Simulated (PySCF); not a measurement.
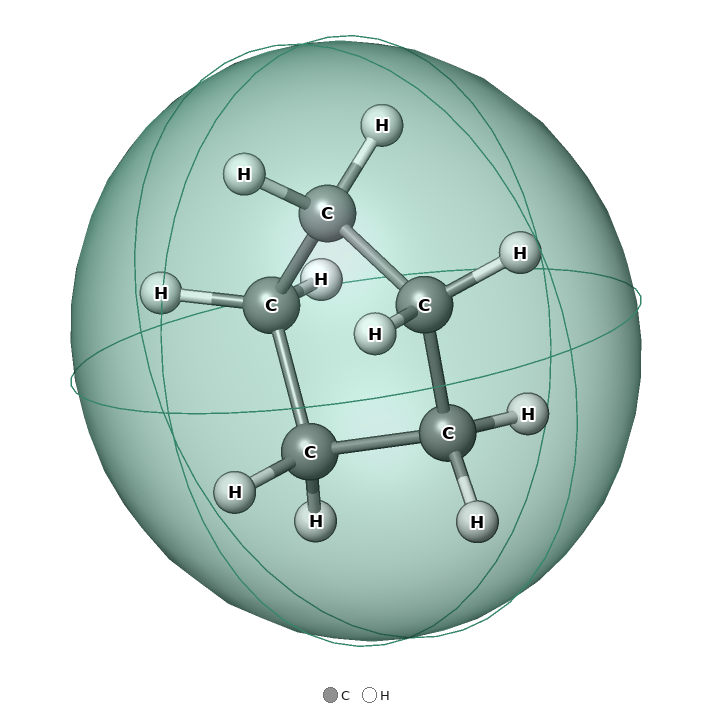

The ellipsoid shows the static dipole polarisability: its half-axes are proportional to the principal values. Computed geometry: GFN2-xTB optimisation. No frequency run is at hand to confirm it as a minimum. Computed with CAM-B3LYP/def2-SVPD (PySCF 2.14.0).

### Give the principal values, the mean and the anisotropy.

Principal values 52.2, 59.6, 59.7 bohr³; mean 57.2 bohr³ (8.47 Å³); anisotropy 7.5 bohr³, so the longest axis is 1.14 times the shortest.
